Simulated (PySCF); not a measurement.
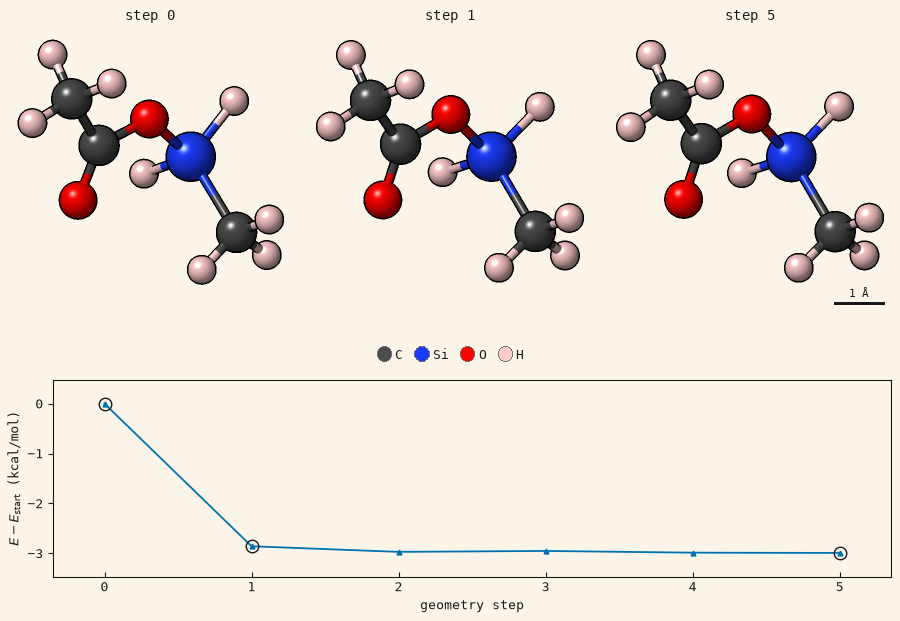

Frames of a relaxation of C₃H₈O₂Si, marked on the history of the run. A ball-and-stick model, seen from a free direction.

The start comes from GFN2-xTB.

The calculation used PBE0-D3(BJ)/def2-SVP geometry optimisation, gas phase (PySCF 2.14.0, density-fitted response routines). 

Q: What happens along the run?

A: After 5 geometry steps the energy has fallen by 2.99 kcal/mol. The largest move after the best rigid fit is that of an H atom, 0.22 Å. By element the largest moves are H 0.22 Å, O 0.12 Å, C 0.06 Å, Si 0.02 Å. Near-neighbour distances that change, for instance: O–Si 1.670 → 1.723 Å, C–Si 1.894 → 1.862 Å, H–Si 1.459 → 1.489 Å, C–H 1.086 → 1.101 Å. Bond angles that change, for instance: Si–O–C 125.0° → 118.4°, O–Si–H 96.9° → 101.9°, H–Si–H 113.4° → 109.6°. From step 0 to 1: an H atom moves most (0.24 Å), energy −2.86 kcal/mol. From step 1 to 5: an H atom moves most (0.03 Å), energy −0.13 kcal/mol.

```
step  E − E(0), kcal/mol
   0                0.00
   1               -2.86
   2               -2.97
   3               -2.95
   4               -2.99
   5               -2.99
```
